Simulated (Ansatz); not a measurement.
Starting cell, GaSb (zinc blende):

```yaml
crystal:
  lattice:
    - [0.00000, 6.21351, 6.21351]
    - [3.10675, 0.00000, 3.10675]
    - [3.10675, 3.10675, 0.00000]
  atoms:
    - { symbol: Sb, position: [0.37500, 0.75000, 0.75000] }
    - { symbol: Sb, position: [0.87500, 0.75000, 0.75000] }
    - { symbol: Ga, position: [0.00000, 0.00000, 0.00000] }
    - { symbol: Ga, position: [0.50000, 0.00000, 0.00000] }
```

In each cell atom 1 (Sb, nearest neighbour Ga at 2.691 Å; its periodic images, 4.4 Å or more away, move with it) moves by s·(0.577, 0.577, 0.577) (towards the nearest neighbour), the rest being held.

The numbers are results of PBE (plane waves to 420 eV, PAW, scalar-relativistic; Ansatz, a program for electronic structure), not measurements. k mesh 11×11×11 (Γ-centred), Fermi-Dirac smearing 0.05 eV. The energy includes the smearing's −TS. With partly filled bands, energies and forces of such displacements shift with the k mesh and the smearing. At this level the bands of GaSb touch or barely overlap; measurements give the solid a gap. GaSb was relaxed with its symmetry unable to fall. Spin-orbit coupling is left out, though Sb is heavy. The zero of ΔE is the undisplaced structure.

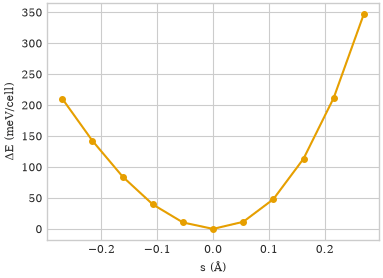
Fig. 1. ΔE (meV/cell) against s (Å); markers are the computed points, lines only join them.

Question: Is the energy the same for displacements of ±0.270 Å, and if not, which side lies higher?

Answer: Not even: the positive side lies higher at ±0.270 Å.

Question: What is the energy change at s = 0.270 Å?

Answer: About 350 meV/cell.

(For displaced atoms, the force is minus the slope of the energy, and its curvature is a force constant, which sets phonon frequencies.)
